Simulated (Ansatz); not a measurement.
Cl2FH2NZr (SMILES [NH2][Zr]([F])([Cl])[Cl])

| atom | x (Å) | y (Å) | z (Å) |
| --- | --- | --- | --- |
| N | -0.1735 | 1.2522 | -0.0450 |
| Zr | 0.0017 | -0.7374 | -0.0142 |
| F | -1.6254 | -1.4203 | -0.6873 |
| Cl | 0.4099 | -1.4188 | 2.1972 |
| Cl | 1.8432 | -1.3474 | -1.3401 |
| H | 0.5326 | 1.9122 | 0.2546 |
| H | -0.9884 | 1.7595 | -0.3653 |

Geometry: PBE0-D4/def2-TZVP; core potentials replace the inner electrons of Zr.

These are results of isolated molecule in a Gaussian basis; Hartree-Fock in Ansatz 0.2.0, not measurements.

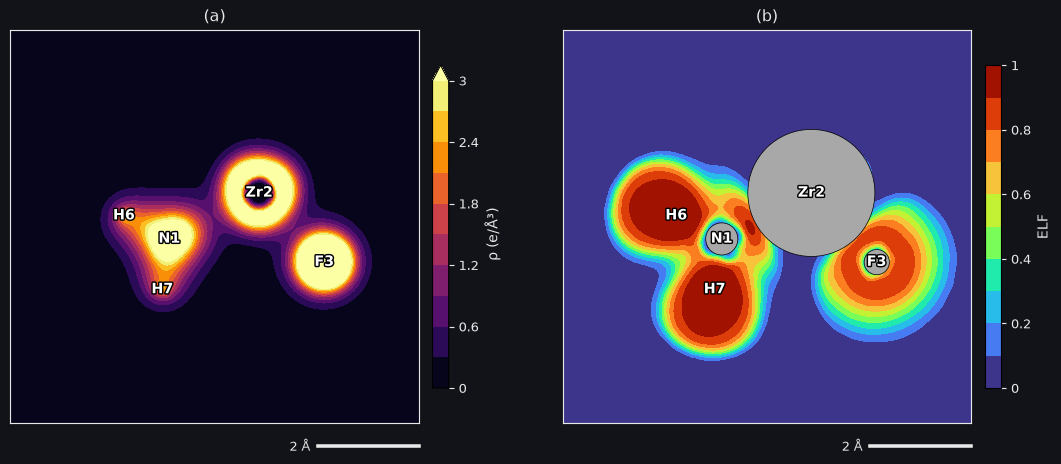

Figure 1. (a) electron density; (b) ELF on the plane of atoms H6, N1 and H7. Grey discs cover the atomic cores in the ELF map.

Interpret the plot.

Answer. Atoms in the plane: N, Zr, F and H.
Zr–F (1.89 Å): ρ at the midpoint is about 0.92 e/Å³; the ELF peaks at about 0.85 in the valence shell of F, 0.5 Å from its nucleus, and drops to about 0.20 between the two atoms.
Zr–N (2.00 Å): ρ at the midpoint is about 0.89 e/Å³; the ELF peaks at about 0.90 in the valence shell of N, 0.6 Å from its nucleus, and drops to about 0.25 between the two atoms.
N–H (1.01 Å): ρ is about 2.8 e/Å³ halfway; the ELF climbs to about 1 towards the hydrogen, as it does in any bond to H (a covalent bond by its length).

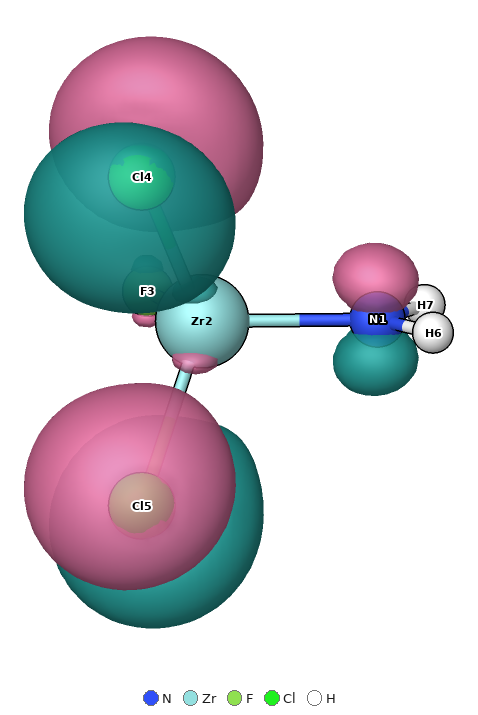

Figure 2. The HOMO−1 at ±0.08 Å⁻³ᐟ² (teal and pink are the two phases), seen at a tilt.

Describe this orbital and give its energy.

Answer. It lies mainly on Cl4 (about 45 %) and Cl5 (about 45 %); largely a combination of lone pairs on Cl4 and Cl5. Its energy is −12.56 eV.
